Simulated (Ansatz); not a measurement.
**C₃H₃FS: one molecule under many settings**

How do the results and run time of C₃H₃FS respond when the settings are drawn wide?

Method: the settings change from run to run; program: Ansatz 0.2.0, Gaussian basis.

### Step 1. The geometry

An earlier PBE0-D4 in a triple-zeta def2 set relaxation fixed the geometry.

SMILES `C=C1SC1F`, 8 atoms, charge 0, spin multiplicity 1.

Atoms are counted from 1 here; the program's logs count them from 0.

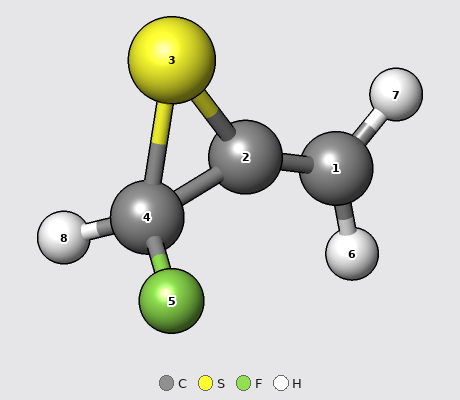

The geometry (carbon grey, sulfur yellow, fluorine green, hydrogen white); atoms are numbered from 1 in the order of the file.

### Step 2. B3LYP/def2-SVP

This run has charge +1, multiplicity 2, restricted open-shell orbitals, D3(BJ) dispersion.

Input file in.yaml:

```yaml
crystal:
  periodic: [false, false, false]
  atoms:
    - {symbol: C, position_ang: [-0.031537, 1.391610, 0.301756]}
    - {symbol: C, position_ang: [0.314666, 0.155926, -0.000284]}
    - {symbol: S, position_ang: [1.612972, -0.867853, -0.524639]}
    - {symbol: C, position_ang: [-0.139447, -1.202986, -0.166089]}
    - {symbol: F, position_ang: [-0.953178, -1.501221, -1.202380]}
    - {symbol: H, position_ang: [-1.053931, 1.611089, 0.585081]}
    - {symbol: H, position_ang: [0.679853, 2.206313, 0.267319]}
    - {symbol: H, position_ang: [-0.337296, -1.849978, 0.683437]}
basis:
  gaussian: {orbitals: def2-SVP}
total_charge: 1
magnetization: {spin_polarized: false, initial_magnetization: 1}
hamiltonian: {xc: {name: B3LYP}, dispersion: d3bj}
output: {forces: true}
```

The run is started by

```
> ansatz run in.yaml --threads 2 --pin off --events-out ev --progress --plain --max-ram 4352MiB
```

The program printed, shortened:

```text
Functional definition: B3LYP
  name "B3LYP"
  cite "Stephens, Devlin, Chabalowski & Frisch, J. Phys. Chem. 98, 11623 (1994) doi:10.1021/j100096a001"
  cite "Becke, Phys. Rev. A 38, 3098 (1988) doi:10.1103/PhysRevA.38.3098"
  cite "Lee, Yang & Parr, Phys. Rev. B 37, 785 (1988) doi:10.1103/PhysRevB.37.785"
  cite "Vosko, Wilk & Nusair, Can. J. Phys. 58, 1200 (1980) doi:10.1139/p80-159"
[...]
878 factors; integrals over basis functions are off by at most 1.4e-3 eV
[...]
mean field -16693.76269716 eV, -613.4844636820 hartree, gradient 1.5e-5 eV, S^2 0.750000; 1 other end points of the search recorded, 0 dependent functions left out
[...]
reference -16693.76288932 eV, -613.4844707437 hartree; 23, 22 occupied and 66, 67 virtual orbitals, 878 factors
Total energy: -16694.06440438 eV, -613.4955512176 hartree
Atom 0 at    -0.031537     1.391610     0.301756 Å, force    -0.203241     1.931813     0.338037 eV/Å
Atom 1 at     0.314666     0.155926    -0.000284 Å, force     0.973480    -2.778072    -0.734888 eV/Å
Atom 2 at     1.612972    -0.867853    -0.524639 Å, force     0.674932     0.885024    -0.145101 eV/Å
Atom 3 at    -0.139447    -1.202986    -0.166089 Å, force    -2.170334    -0.509189    -0.598604 eV/Å
Atom 4 at    -0.953178    -1.501221    -1.202380 Å, force     0.798107     0.299247     0.600471 eV/Å
Atom 5 at    -1.053931     1.611089     0.585081 Å, force    -0.460259     0.095371     0.081629 eV/Å
Atom 6 at     0.679853     2.206313     0.267319 Å, force     0.319092     0.373724     0.052378 eV/Å
Atom 7 at    -0.337296    -1.849978     0.683437 Å, force     0.068223    -0.297918     0.406079 eV/Å
Dipole moment:     0.210899     0.534962     0.499423 e Å
```

Run time: 3.7 s. Hardware: 2 threads of Arm Neoverse V1, shared host.

Largest force 3.034 eV/Å.

### Step 3. PBE/def2-mTZVP

Set apart from the defaults: atoms shaken by 0.08 Å, density fitting with cc-pVTZ-jkfit, a grid of angular degree 23, D3(BJ) with three-body dispersion, the search for lower states set to light.

Input file in.yaml:

```yaml
crystal:
  periodic: [false, false, false]
  atoms:
    - {symbol: C, position_ang: [-0.148747, 1.429308, 0.397494]}
    - {symbol: C, position_ang: [0.293751, 0.209186, -0.064792]}
    - {symbol: S, position_ang: [1.700756, -0.796105, -0.377435]}
    - {symbol: C, position_ang: [-0.195347, -1.063103, -0.244332]}
    - {symbol: F, position_ang: [-0.875410, -1.587473, -1.184415]}
    - {symbol: H, position_ang: [-1.043682, 1.432714, 0.588971]}
    - {symbol: H, position_ang: [0.688002, 2.240574, 0.274675]}
    - {symbol: H, position_ang: [-0.397137, -1.841784, 0.723714]}
basis:
  gaussian: {orbitals: def2-mTZVP, fitting: {mean_field: cc-pVTZ-jkfit}, final_grid: {core_spheres: 8, valence_spheres: 7, degree: 23}}
hamiltonian: {xc: {name: PBE}, dispersion: d3bjatm}
scf: {lower_state_search: light}
output: {forces: true}
```

Same command.

The program printed, shortened:

```text
Functional definition: PBE
  name "PBE"
  cite "Perdew, Burke & Ernzerhof, Phys. Rev. Lett. 77, 3865 (1996) doi:10.1103/PhysRevLett.77.3865"
  parent pbe
[...]
527 factors; integrals over basis functions are off by at most 1.6e-1 eV
[...]
mean field -16699.48232108 eV, -613.6946559839 hartree, gradient 5.7e-5 eV, S^2 0.000000; 0 other end points of the search recorded, 0 dependent functions left out
[...]
reference -16699.48235127 eV, -613.6946570935 hartree; 23, 23 occupied and 84, 84 virtual orbitals, 527 factors
Total energy: -16699.65241067 eV, -613.7009066611 hartree
Atom 0 at    -0.148747     1.429308     0.397494 Å, force    12.589756    -1.260072    -3.895081 eV/Å
Atom 1 at     0.293751     0.209186    -0.064792 Å, force    -0.236219     3.607552     0.991227 eV/Å
Atom 2 at     1.700756    -0.796105    -0.377435 Å, force    -0.029879     0.261932    -0.468149 eV/Å
Atom 3 at    -0.195347    -1.063103    -0.244332 Å, force     1.033497    -4.603986     5.927688 eV/Å
Atom 4 at    -0.875410    -1.587473    -1.184415 Å, force    -2.012568    -0.548371    -3.703164 eV/Å
Atom 5 at    -1.043682     1.432714     0.588971 Å, force    -9.737652     1.194269     2.161421 eV/Å
Atom 6 at     0.688002     2.240574     0.274675 Å, force    -2.152925    -0.926584     0.853080 eV/Å
Atom 7 at    -0.397137    -1.841784     0.723714 Å, force     0.545990     2.275260    -1.867021 eV/Å
Dipole moment:    -0.170521     0.066334     0.178311 e Å
```

Run time: 0.8 s. Hardware: 2 threads of Arm Neoverse V1, shared host.

Largest force 13.239 eV/Å, dipole 1.23 D.

### Step 4. B3LYP5/6-31++G**

This run has atoms shaken by 0.08 Å, a grid of angular degree 23.

Input file in.yaml:

```yaml
crystal:
  periodic: [false, false, false]
  atoms:
    - {symbol: C, position_ang: [-0.112365, 1.401634, 0.390180]}
    - {symbol: C, position_ang: [0.197588, 0.116406, -0.063705]}
    - {symbol: S, position_ang: [1.697425, -0.837359, -0.590473]}
    - {symbol: C, position_ang: [-0.052912, -1.301230, -0.194515]}
    - {symbol: F, position_ang: [-0.860127, -1.647239, -1.341823]}
    - {symbol: H, position_ang: [-1.054969, 1.684872, 0.435042]}
    - {symbol: H, position_ang: [0.648559, 2.149024, 0.358904]}
    - {symbol: H, position_ang: [-0.148916, -1.796075, 0.608123]}
basis:
  gaussian: {orbitals: "6-31++G**", final_grid: {core_spheres: 8, valence_spheres: 7, degree: 23}}
hamiltonian: {xc: {name: B3LYP5}}
output: {forces: true}
```

The command is unchanged.

The program printed, shortened:

```text
Functional definition: B3LYP5
  name "B3LYP5"
  cite "Stephens, Devlin, Chabalowski & Frisch, J. Phys. Chem. 98, 11623 (1994) doi:10.1021/j100096a001"
  cite "Becke, Phys. Rev. A 38, 3098 (1988) doi:10.1103/PhysRevA.38.3098"
  cite "Lee, Yang & Parr, Phys. Rev. B 37, 785 (1988) doi:10.1103/PhysRevB.37.785"
  cite "Vosko, Wilk & Nusair, Can. J. Phys. 58, 1200 (1980) doi:10.1139/p80-159"
[...]
1023 factors; integrals over basis functions are off by at most 1.3e-3 eV
[...]
mean field -16704.77889045 eV, -613.8893013182 hartree, gradient 2.8e-5 eV, S^2 0.000000; 0 other end points of the search recorded, 0 dependent functions left out
[...]
reference -16704.77918853 eV, -613.8893122724 hartree; 23, 23 occupied and 94, 94 virtual orbitals, 1023 factors
Total energy: -16704.77918853 eV, -613.8893122724 hartree
Atom 0 at    -0.112365     1.401634     0.390180 Å, force     4.599560    -4.690063    -2.171639 eV/Å
Atom 1 at     0.197588     0.116406    -0.063705 Å, force     0.936520     2.291895     1.060285 eV/Å
Atom 2 at     1.697425    -0.837359    -0.590473 Å, force    -1.192639     0.548636     0.533040 eV/Å
Atom 3 at    -0.052912    -1.301230    -0.194515 Å, force     0.335770     5.042094    -7.773375 eV/Å
Atom 4 at    -0.860127    -1.647239    -1.341823 Å, force     0.836727    -0.188511     1.839793 eV/Å
Atom 5 at    -1.054969     1.684872     0.435042 Å, force    -4.626901     1.196993     0.753095 eV/Å
Atom 6 at     0.648559     2.149024     0.358904 Å, force     0.499147     0.426746     0.047823 eV/Å
Atom 7 at    -0.148916    -1.796075     0.608123 Å, force    -1.388185    -4.627788     5.710978 eV/Å
Dipole moment:    -0.018420     0.188411     0.379106 e Å
```

It took 2.1 s on 2 threads of Arm Neoverse V1, shared host.

Largest force 9.272 eV/Å, dipole 2.04 D.

### Step 5. r2SCANh/cc-pVDZ

Options: a grid of angular degree 23.

Input file in.yaml:

```yaml
crystal:
  periodic: [false, false, false]
  atoms:
    - {symbol: C, position_ang: [-0.031537, 1.391610, 0.301756]}
    - {symbol: C, position_ang: [0.314666, 0.155926, -0.000284]}
    - {symbol: S, position_ang: [1.612972, -0.867853, -0.524639]}
    - {symbol: C, position_ang: [-0.139447, -1.202986, -0.166089]}
    - {symbol: F, position_ang: [-0.953178, -1.501221, -1.202380]}
    - {symbol: H, position_ang: [-1.053931, 1.611089, 0.585081]}
    - {symbol: H, position_ang: [0.679853, 2.206313, 0.267319]}
    - {symbol: H, position_ang: [-0.337296, -1.849978, 0.683437]}
basis:
  gaussian: {orbitals: cc-pVDZ, final_grid: {core_spheres: 8, valence_spheres: 7, degree: 23}}
hamiltonian: {xc: {name: r2SCANh}}
```

The command is unchanged.

The program printed, shortened:

```text
Functional definition: r2SCANh
  name "r2SCANh"
  cite "Bursch, Neugebauer, Ehlert & Grimme, J. Chem. Phys. 156, 134105 (2022) doi:10.1063/5.0086040"
  cite "Furness, Kaplan, Ning, Perdew & Sun, J. Phys. Chem. Lett. 11, 8208 (2020) doi:10.1021/acs.jpclett.0c02405"
  cite "Furness, Kaplan, Ning, Perdew & Sun, J. Phys. Chem. Lett. 11, 9248 (2020) doi:10.1021/acs.jpclett.0c03077"
  parent r2scan
[...]
844 factors; integrals over basis functions are off by at most 9.7e-4 eV
[...]
mean field -16706.55432713 eV, -613.9545474126 hartree, gradient 7.4e-5 eV, S^2 0.000000; 0 other end points of the search recorded, 0 dependent functions left out
reference -16706.55433634 eV, -613.9545477513 hartree; 23, 23 occupied and 66, 66 virtual orbitals, 844 factors
Total energy: -16706.55433634 eV, -613.9545477513 hartree
```

Wall time 1.6 s (2 threads of Arm Neoverse V1, shared host).

### Step 6. CAM-B3LYP/def2-mTZVP

Set apart from the defaults: multiplicity 3, coordinates scaled by 0.92, finite nuclei, a point charge of 2.00 e beside it, D4 dispersion, the search for lower states set to light.

Input file in.yaml:

```yaml
crystal:
  periodic: [false, false, false]
  atoms:
    - {symbol: C, position_ang: [-0.029014, 1.280281, 0.277615]}
    - {symbol: C, position_ang: [0.289492, 0.143452, -0.000261]}
    - {symbol: S, position_ang: [1.483935, -0.798425, -0.482668]}
    - {symbol: C, position_ang: [-0.128291, -1.106747, -0.152802]}
    - {symbol: F, position_ang: [-0.876924, -1.381123, -1.106190]}
    - {symbol: H, position_ang: [-0.969617, 1.482202, 0.538275]}
    - {symbol: H, position_ang: [0.625464, 2.029808, 0.245934]}
    - {symbol: H, position_ang: [-0.310313, -1.701980, 0.628762]}
basis:
  gaussian: {orbitals: def2-mTZVP, nuclear_model: gaussian, point_charges: [{charge: 2.00, position_ang: [4.982, 0.920, 0.955]}]}
magnetization: {spin_polarized: true, initial_magnetization: 2}
hamiltonian: {xc: {name: CAM-B3LYP}, dispersion: d4}
scf: {lower_state_search: light}
output: {forces: true}
```

Launched as before.

The program printed, shortened:

```text
Functional definition: CAM-B3LYP
  name "CAM-B3LYP"
  cite "Yanai, Tew & Handy, Chem. Phys. Lett. 393, 51 (2004) doi:10.1016/j.cplett.2004.06.011"
  cite "Iikura, Tsuneda, Yanai & Hirao, J. Chem. Phys. 115, 3540 (2001) doi:10.1063/1.1383587"
  cite "Becke, Phys. Rev. A 38, 3098 (1988) doi:10.1103/PhysRevA.38.3098"
  cite "Lee, Yang & Parr, Phys. Rev. B 37, 785 (1988) doi:10.1103/PhysRevB.37.785"
  cite "Vosko, Wilk & Nusair, Can. J. Phys. 58, 1200 (1980) doi:10.1139/p80-159"
[...]
  # Exact exchange under (alpha + beta erf(omega r))/r, Becke's under what is left of 1/r.
[...]
971 factors; integrals over basis functions are off by at most 1.0e-3 eV
253 factors; integrals over basis functions are off by at most 7.0e-6 eV
[...]
mean field -16703.81952377 eV, -613.8540452431 hartree, gradient 1.3e-5 eV, S^2 2.006603; 2 other end points of the search recorded, 0 dependent functions left out
[...]
reference -16703.81963553 eV, -613.8540493503 hartree; 24, 22 occupied and 83, 85 virtual orbitals, 971 factors
Total energy: -16703.96905919 eV, -613.8595405682 hartree
Atom 0 at    -0.029014     1.280281     0.277615 Å, force    -2.929268    11.850705     2.575145 eV/Å
Atom 1 at     0.289492     0.143452    -0.000261 Å, force     3.457035   -10.130555    -1.642949 eV/Å
Atom 2 at     1.483935    -0.798425    -0.482668 Å, force     8.504055    -0.212000    -1.748464 eV/Å
Atom 3 at    -0.128291    -1.106747    -0.152802 Å, force    -2.165441    -1.143614     2.331742 eV/Å
Atom 4 at    -0.876924    -1.381123    -1.106190 Å, force    -4.731975    -1.882235    -5.390535 eV/Å
Atom 5 at    -0.969617     1.482202     0.538275 Å, force    -3.602799     1.207456     0.871704 eV/Å
Atom 6 at     0.625464     2.029808     0.245934 Å, force     2.343721     3.210168     0.042661 eV/Å
Atom 7 at    -0.310313    -1.701980     0.628762 Å, force    -0.461441    -2.666856     3.139714 eV/Å
Dipole moment:    -0.606657    -0.081069     0.135809 e Å
```

Run time: 8 s. Hardware: 2 threads of Arm Neoverse V1, shared host; peak memory 0.31 GiB.

Largest force 12.476 eV/Å, dipole 3.01 D, ⟨S²⟩ 2.007.

### Step 7. BLYP/aug-cc-pVDZ

This run has multiplicity 3.

Input file in.yaml:

```yaml
crystal:
  periodic: [false, false, false]
  atoms:
    - {symbol: C, position_ang: [-0.031537, 1.391610, 0.301756]}
    - {symbol: C, position_ang: [0.314666, 0.155926, -0.000284]}
    - {symbol: S, position_ang: [1.612972, -0.867853, -0.524639]}
    - {symbol: C, position_ang: [-0.139447, -1.202986, -0.166089]}
    - {symbol: F, position_ang: [-0.953178, -1.501221, -1.202380]}
    - {symbol: H, position_ang: [-1.053931, 1.611089, 0.585081]}
    - {symbol: H, position_ang: [0.679853, 2.206313, 0.267319]}
    - {symbol: H, position_ang: [-0.337296, -1.849978, 0.683437]}
basis:
  gaussian: {orbitals: aug-cc-pVDZ}
magnetization: {spin_polarized: true, initial_magnetization: 2}
hamiltonian: {xc: {name: BLYP}}
```

The command is unchanged.

The program printed:

```text
Functional definition: BLYP
  name "BLYP"
  cite "Becke, Phys. Rev. A 38, 3098 (1988) doi:10.1103/PhysRevA.38.3098"
  cite "Lee, Yang & Parr, Phys. Rev. B 37, 785 (1988) doi:10.1103/PhysRevB.37.785"
  parameter beta = 0.0042
  parameter a = 0.04918
  parameter b = 0.132
  parameter c = 0.2533
  parameter d = 0.349
  exchange = b88_x(beta = beta)
  correlation = lyp_c(a = a, b = b, c = c, d = d)
1396 factors; their error is unknown
mean field evaluation 1: about -16682.2579 eV, gradient 6.5e1 eV
mean field evaluation 2: about -16463.0908 eV, gradient 1.7e2 eV
mean field evaluation 4: about -16700.3062 eV, gradient 2.8e1 eV
mean field evaluation 8: about -16705.8186 eV, gradient 2.5e-1 eV
mean field evaluation 16: about -16705.7796 eV, gradient 2.4e-3 eV
mean field evaluation 32: about -16705.5942 eV, gradient 9.6e-1 eV
mean field -16705.77960413 eV, -613.9260768675 hartree, gradient 1.5e-5 eV, S^2 2.004538; 5 other end points of the search recorded, 0 dependent functions left out
reference -16705.78001587 eV, -613.9260919990 hartree; 24, 22 occupied and 122, 124 virtual orbitals, 1396 factors
Total energy: -16705.78001587 eV, -613.9260919990 hartree
```

It took 8.5 s on 2 threads of Arm Neoverse V1, shared host; peak memory 0.28 GiB.

⟨S²⟩ 2.005.

### Step 8. SVWN5/aug-pcseg-2

Set apart from the defaults: coordinates scaled by 1.25, a grid of angular degree 47, relativity set to none, high accuracy.

Input file in.yaml:

```yaml
crystal:
  periodic: [false, false, false]
  atoms:
    - {symbol: C, position_ang: [-0.039422, 1.739513, 0.377195]}
    - {symbol: C, position_ang: [0.393332, 0.194908, -0.000355]}
    - {symbol: S, position_ang: [2.016215, -1.084816, -0.655799]}
    - {symbol: C, position_ang: [-0.174309, -1.503733, -0.207612]}
    - {symbol: F, position_ang: [-1.191473, -1.876526, -1.502975]}
    - {symbol: H, position_ang: [-1.317414, 2.013861, 0.731352]}
    - {symbol: H, position_ang: [0.849816, 2.757891, 0.334149]}
    - {symbol: H, position_ang: [-0.421621, -2.312473, 0.854296]}
basis:
  gaussian: {orbitals: aug-pcseg-2, final_grid: {core_spheres: 20, valence_spheres: 16, degree: 47}}
hamiltonian: {xc: {name: SVWN5}, pseudopotentials: {relativity: none}}
accuracy: high
output: {forces: true}
```

Launched as before.

The program printed, shortened:

```text
Functional definition: SVWN5
  name "SVWN5"
  cite "Dirac, Proc. Camb. Phil. Soc. 26, 376 (1930) doi:10.1017/S0305004100016108"
  cite "Slater, Phys. Rev. 81, 385 (1951) doi:10.1103/PhysRev.81.385"
  cite "Vosko, Wilk & Nusair, Can. J. Phys. 58, 1200 (1980) doi:10.1139/p80-159"
[...]
4752 factors; integrals over basis functions are off by at most 3.5e-9 eV
[...]
mean field -16621.42812105 eV, -610.8262170400 hartree, gradient 8.0e-8 eV, S^2 0.000000; 0 other end points of the search recorded, 0 dependent functions left out
[...]
reference -16621.42812867 eV, -610.8262173199 hartree; 23, 23 occupied and 280, 280 virtual orbitals, 4752 factors
Total energy: -16621.42812867 eV, -610.8262173199 hartree
Atom 0 at    -0.039422     1.739513     0.377195 Å, force     0.865070    -3.241077    -0.880185 eV/Å
Atom 1 at     0.393332     0.194908    -0.000355 Å, force    -1.367947     0.763001     0.177885 eV/Å
Atom 2 at     2.016215    -1.084816    -0.655799 Å, force    -5.327409     1.551024     1.527543 eV/Å
Atom 3 at    -0.174309    -1.503733    -0.207612 Å, force     0.534367     2.030663    -0.212885 eV/Å
Atom 4 at    -1.191473    -1.876526    -1.502975 Å, force     3.210802     1.169709     4.021534 eV/Å
Atom 5 at    -1.317414     2.013861     0.731352 Å, force     4.124503    -1.156584    -1.203247 eV/Å
Atom 6 at     0.849816     2.757891     0.334149 Å, force    -2.744643    -3.545108     0.097492 eV/Å
Atom 7 at    -0.421621    -2.312473     0.854296 Å, force     0.705257     2.428372    -3.528136 eV/Å
Dipole moment:     0.039711     0.292788     0.519406 e Å
```

Run time: 41 s. Hardware: 2 threads of Arm Neoverse V1, shared host; peak memory 2.6 GiB.

Largest force 5.755 eV/Å, dipole 2.87 D.

### Step 9. RPA/aug-pcseg-2

Options: charge -1, multiplicity 2, a point charge of 0.50 e beside it.

Input file in.yaml:

```yaml
crystal:
  periodic: [false, false, false]
  atoms:
    - {symbol: C, position_ang: [-0.031537, 1.391610, 0.301756]}
    - {symbol: C, position_ang: [0.314666, 0.155926, -0.000284]}
    - {symbol: S, position_ang: [1.612972, -0.867853, -0.524639]}
    - {symbol: C, position_ang: [-0.139447, -1.202986, -0.166089]}
    - {symbol: F, position_ang: [-0.953178, -1.501221, -1.202380]}
    - {symbol: H, position_ang: [-1.053931, 1.611089, 0.585081]}
    - {symbol: H, position_ang: [0.679853, 2.206313, 0.267319]}
    - {symbol: H, position_ang: [-0.337296, -1.849978, 0.683437]}
basis:
  gaussian: {orbitals: aug-pcseg-2, point_charges: [{charge: 0.50, position_ang: [5.620, -0.611, -0.630]}]}
total_charge: -1
magnetization: {spin_polarized: true, initial_magnetization: 1}
hamiltonian: {xc: {name: HF}}
correlation: {method: rpa}
```

Launched as before.

The program printed, shortened:

```text
Functional definition: HF
  name "HF"
  cite "Fock, Z. Phys. 61, 126 (1930) doi:10.1007/BF01340294"
  parent pbe
[...]
1903 factors; integrals over basis functions are off by at most 9.3e-4 eV
[...]
a density is far from that of the atoms, so the factors are made again for it
2008 factors; integrals over basis functions are off by at most 9.0e-4 eV
[...]
mean field -16664.46574092 eV, -612.4078203981 hartree, gradient 1.6e-6 eV, S^2 0.750225; 3 other end points of the search recorded, 0 dependent functions left out
9 core orbitals not correlated: weight in the atoms' cores, before any rotation towards them, 1.000 or more for the frozen orbitals, at most 0.000 for the correlated occupied ones
reference -16664.46574092 eV, -612.4078203981 hartree; 15, 14 occupied and 279, 280 virtual orbitals, 2008 factors
Total energy: -16692.63867554 eV, -613.4431566493 hartree
```

Run time: 1.8 min. Hardware: 2 threads of Arm Neoverse V1, shared host; peak memory 1.4 GiB.

⟨S²⟩ 0.750.

### Step 10. The runs in one table

```
               level  charge  multiplicity               geometry  functions  energy (eV)     time
      B3LYP/def2-SVP       1             2                relaxed         89   -16694.064    3.7 s
      PBE/def2-mTZVP       0             1                 shaken        107   -16699.652    0.8 s
    B3LYP5/6-31++G**       0             1                 shaken        117   -16704.779    2.1 s
     r2SCANh/cc-pVDZ       0             1                relaxed         89   -16706.554    1.6 s
CAM-B3LYP/def2-mTZVP       0             3   scaled, point charge        107   -16703.969      8 s
    BLYP/aug-cc-pVDZ       0             3                relaxed        146   -16705.780    8.5 s
   SVWN5/aug-pcseg-2       0             1                 scaled        303   -16621.428     41 s
     RPA/aug-pcseg-2      -1             2  relaxed, point charge        303   -16692.639  1.8 min
```

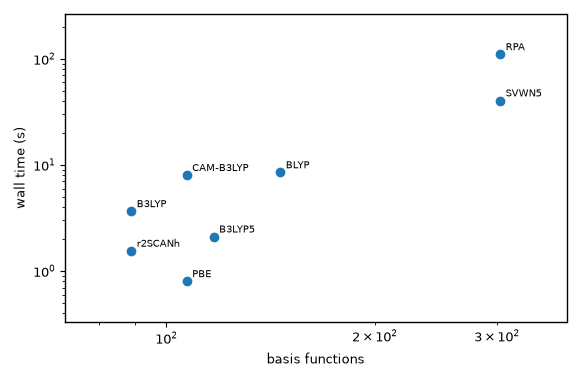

Wall time against the number of basis functions (shared host).

### Step 11. Summary of results

| quantity | value |
| --- | --- |
| runs | 8 |
| quickest | PBE/def2-mTZVP, 0.8 s |
| slowest | RPA/aug-pcseg-2, 1.8 min |

What this shows: The runs differ in state or geometry as well as level, so their energies can't be set against each other. RPA/aug-pcseg-2 took 138 times as long as PBE/def2-mTZVP. The jobs differ in tasks and options as well as level.
